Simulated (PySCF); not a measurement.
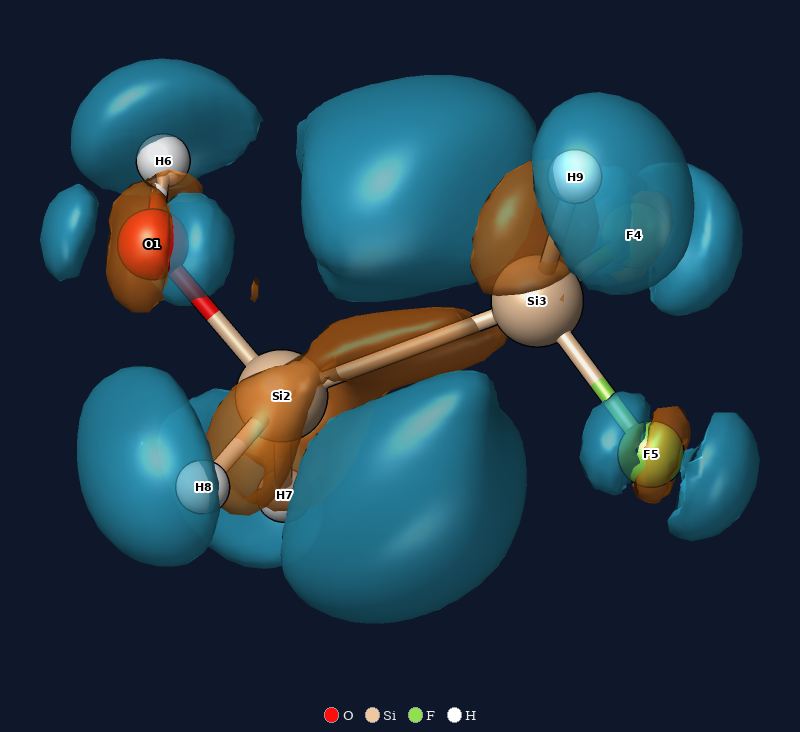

F$_{2}$H$_{4}$OSi$_{2}$, SMILES `O[SiH2][SiH](F)F`. Fukui function f⁺ = ρ(N+1) − ρ(N) at fixed geometry, surfaces at ±0.015 e/Å³ (light blue positive, orange negative).

Level of theory: BP86/cc-pVDZ (PySCF), at a geometry from GFN2-xTB. No frequency check shows the geometry to be a minimum.

**Which atoms respond most to the addition of an electron?**

f⁺ (Hirshfeld-condensed) is largest on Si2 (0.26) and Si3 (0.23); the vertical electron affinity is −0.73 eV (the stability of the anion's solution wasn't checked; negative, but this basis has no diffuse functions, so it doesn't show that the anion is unbound). Condensed values hint at sites of nucleophilic attack but needn't mark the atom that reacts. Shares this close don't rank the sites. Orbital relaxation makes it negative in places (0.14 e in all).

| atom | f⁺ | charge |
| --- | --- | --- |
| O1 | +0.07 | −0.27 |
| Si2 | +0.26 | +0.30 |
| Si3 | +0.23 | +0.36 |
| F4 | +0.06 | −0.18 |
| F5 | +0.06 | −0.18 |
| H6 | +0.10 | +0.18 |
| H7 | +0.07 | −0.07 |
| H8 | +0.07 | −0.07 |
| H9 | +0.07 | −0.07 |
